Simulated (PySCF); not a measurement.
**C3H10NSi2 (doublet): density, localisation and related maps**

```xyz
16

C     2.3705   -0.3756    0.0326
Si    0.7077    0.3113   -0.5584
C    -0.7214   -0.9428   -0.5200
C    -2.0273   -0.1872   -0.2524
Si   -1.6502    1.1962    1.0000
N     0.0287    1.4188    0.5884
H     2.2928   -0.8536    1.0042
H     2.7584   -1.1065   -0.6691
H     3.1024    0.4214    0.1128
H     0.8572    0.9416   -1.8825
H    -0.8039   -1.5215   -1.4406
H    -0.5535   -1.6621    0.2844
H    -2.3854    0.2383   -1.1913
H    -2.8085   -0.8621    0.1024
H    -1.7354    0.8069    2.4180
H     0.5603    2.1858    0.9599
```

Geometry: GFN2-xTB.

Method: UKS B3LYP, pcH-1 on C H N Si, non-relativistic, mean-field spin-orbit, GIAO in PySCF.

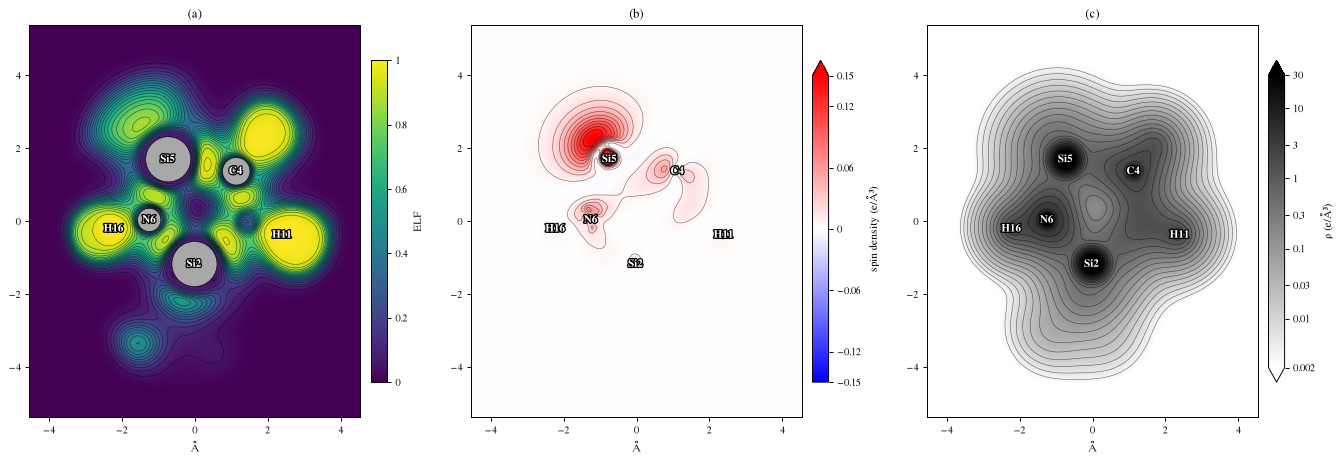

Figure 1. (a) electron localisation function; (b) spin density (α minus β); (c) total electron density on the plane of atoms Si2, N6 and Si5. Grey discs cover the atomic cores in the ELF map.

Question: Describe what can be read from this map.

Answer: Atoms in the plane: Si, C, N and H.
Si–N (1.73 Å): ρ at the midpoint is about 1.1 e/Å³; the ELF peaks at about 0.90 between the atoms (a shared but strongly polarised pair).
C–Si (1.90 Å): ρ at the midpoint is about 0.92 e/Å³; the ELF peaks at about 0.95 between the atoms; a shared electron pair.
N–H (1.00 Å): the density is about 2.8 e/Å³ at the midpoint; the ELF climbs to about 1 towards the hydrogen, as it does in any bond to H (a covalent bond by its length).
The unpaired spin (1 electron) lies mostly on Si5 (about 0.7), N6 (about 0.1) and H15 (about 0.1), in electrons by Hirshfeld's partition.

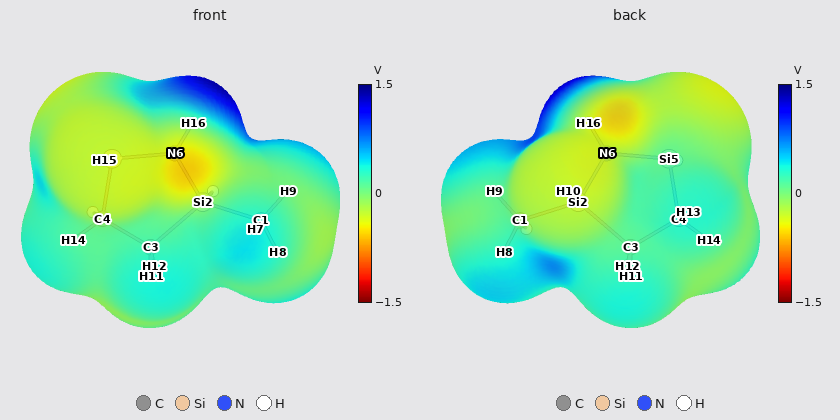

Figure 2. The electrostatic potential painted on the density surface at 0.001 e/bohr³, seen from the front and from behind; red is negative and blue positive.

Question: Which sites attract a positive test charge, and which a negative one?

Answer: A positive charge is drawn to the negative regions and a negative charge to the positive ones. The most negative region (about −0.6 V) lies over Si5 and N6, the most positive (about +1.3 V) over H16.
